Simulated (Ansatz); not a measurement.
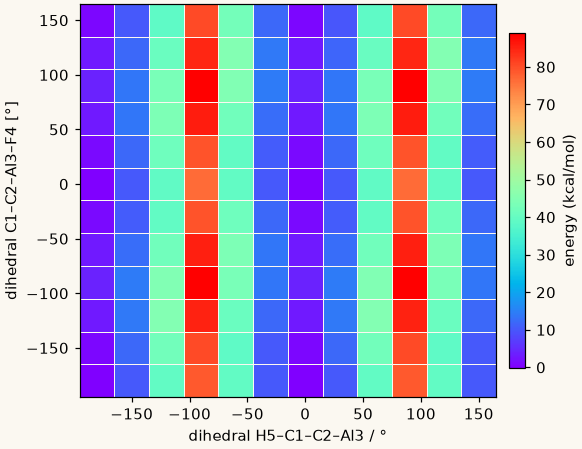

Energy landscape of C2H4AlF, SMILES C=[CH][AlH][F]. The first coordinate is: dihedral H5–C1–C2–Al3; the second: dihedral C1–C2–Al3–F4. Nothing is relaxed (all other coordinates rigid). The grid has 12 × 12 points; 138 points were computed and 6 follow by symmetry. Energies are in kcal/mol, from the relaxed molecule at the same level. Energies and slopes of some neighbouring points disagree (a jump in structure or state, or too coarse a mesh). The dihedral twists a double bond; near 90° a spin-restricted reference is unreliable. These are results of Ansatz 0.2.0, RKS r2SCAN0-D4/def2-TZVP, not measurements.

The picture shows one coloured cell a grid point. 

What does the map say about the system?

Answer. The lowest grid point is at dihedral H5–C1–C2–Al3 = 0°, dihedral C1–C2–Al3–F4 = −180°, −0.06 kcal/mol from the relaxed molecule at the same level. Other grid points that lie below all their neighbours: dihedral H5–C1–C2–Al3 = −180°, dihedral C1–C2–Al3–F4 = −180° (0.03 kcal/mol higher); dihedral H5–C1–C2–Al3 = 0°, dihedral C1–C2–Al3–F4 = 0° (0.06 kcal/mol higher); dihedral H5–C1–C2–Al3 = −180°, dihedral C1–C2–Al3–F4 = 0° (0.09 kcal/mol higher). The highest grid point, dihedral H5–C1–C2–Al3 = 90°, dihedral C1–C2–Al3–F4 = −90°, lies 89 kcal/mol above the lowest.

Each point was launched as `ansatz run input.yaml --threads 1 --pin off --max-ram 2560MiB --backend cpu --events-out ev --progress --plain --runs-dir out`. Time for the 138 points that were run: 25 min on 1 thread of Arm Neoverse V2, on a shared host.
